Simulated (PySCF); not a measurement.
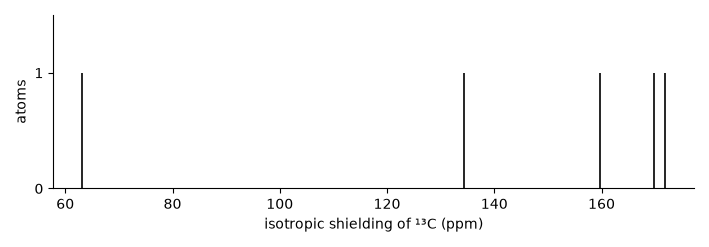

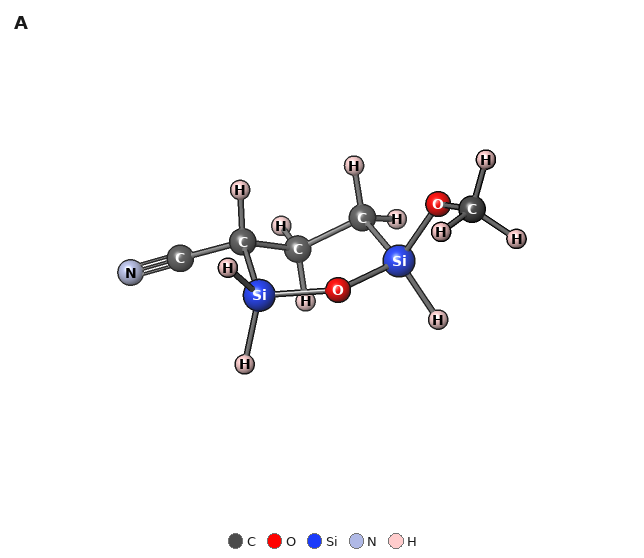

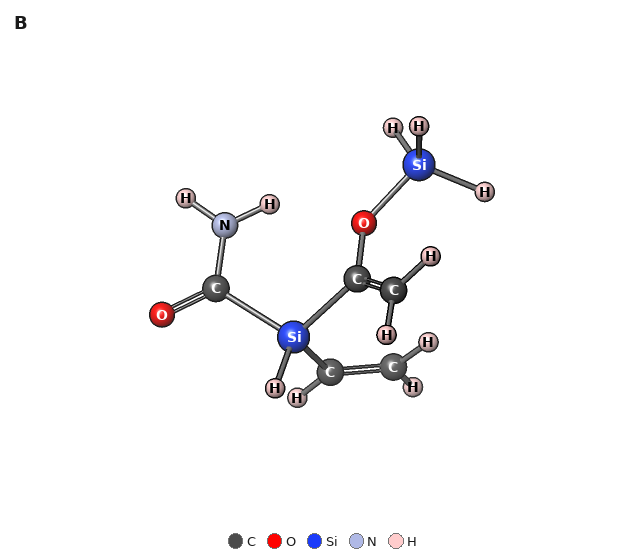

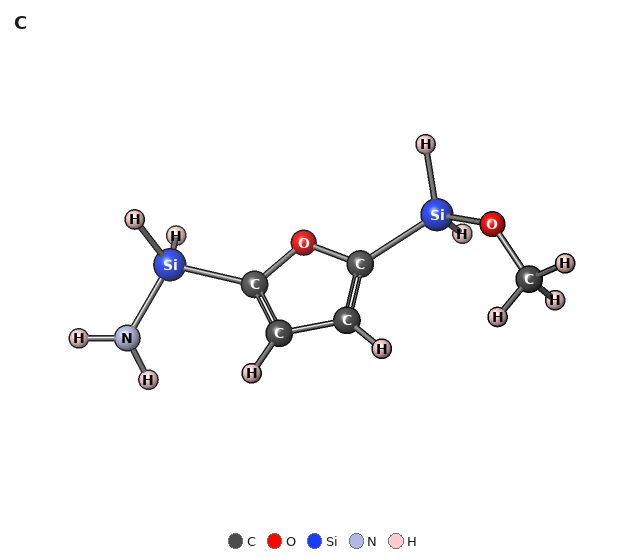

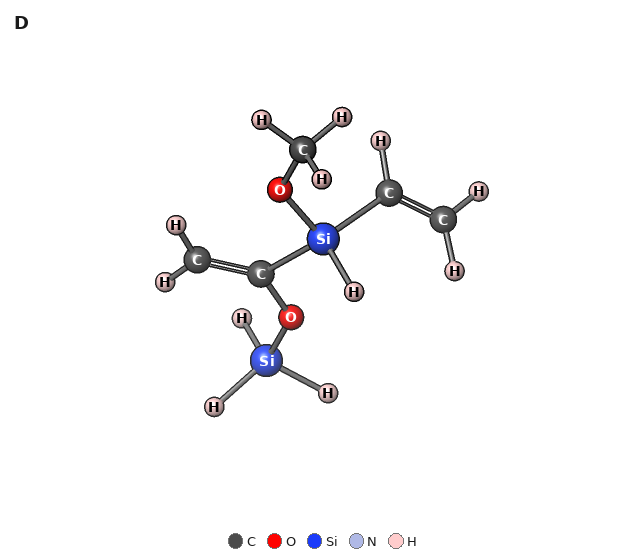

The sticks are computed shieldings of one of the molecules, for one fixed geometry (GFN2-xTB) without averaging over rotations. Low shielding means a high chemical shift. Method: GIAO PBE0/pcSseg-1 NMR shielding, non-relativistic, gas phase (PySCF 2.14.0).

Match the spectrum to a structure.

Answer. A, `CO[Si@@H]1CC[C@@H](C#N)[SiH2]O1`. Its 5 C atoms give lines at 63.2, 134.3, 159.7, 169.8, 171.8 ppm.

The geometry is semi-empirical. Around Si such bond lengths and angles can be off by a tenth of an ångström or more and by several degrees, and values that hang on the shape move with them.
